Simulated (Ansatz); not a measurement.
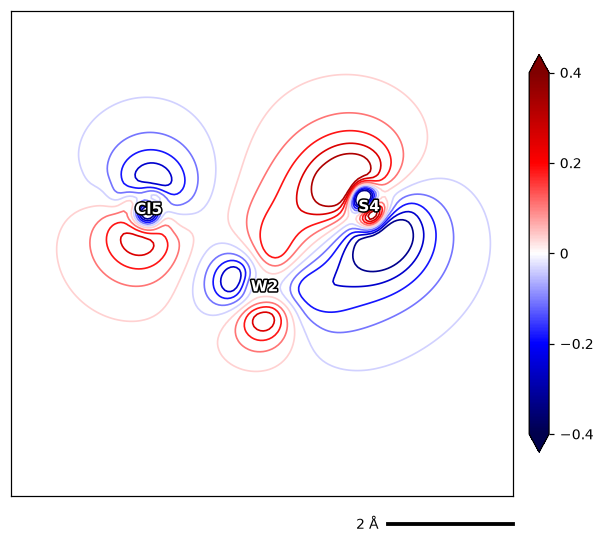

ClFOSW (SMILES [O]=[W]([F])(=[S])[Cl]). The HOMO−1 on the plane of atoms S4, W2 and Cl5 (values in Å⁻³ᐟ²; the overall sign is arbitrary).

Geometry: PBE0-D4/def2-TZVP; core potentials replace the inner electrons of W.

All numbers below come from RKS PBE0-D4/def2-TZVPP (Ansatz).

```xyz
5

O    -0.3512   -0.5125    1.6228
W     0.0705   -0.0646    0.0513
F     1.7778   -0.6632   -0.3157
S    -1.3025   -0.9975   -1.2664
Cl   -0.1446    2.1641   -0.1333
```

**Where does this orbital lie, and at what energy?**

Its weight (Hirshfeld) is mainly on S4 (about 65 %), W2 (about 20 %) and Cl5 (about 10 %). Its energy is −8.86 eV.
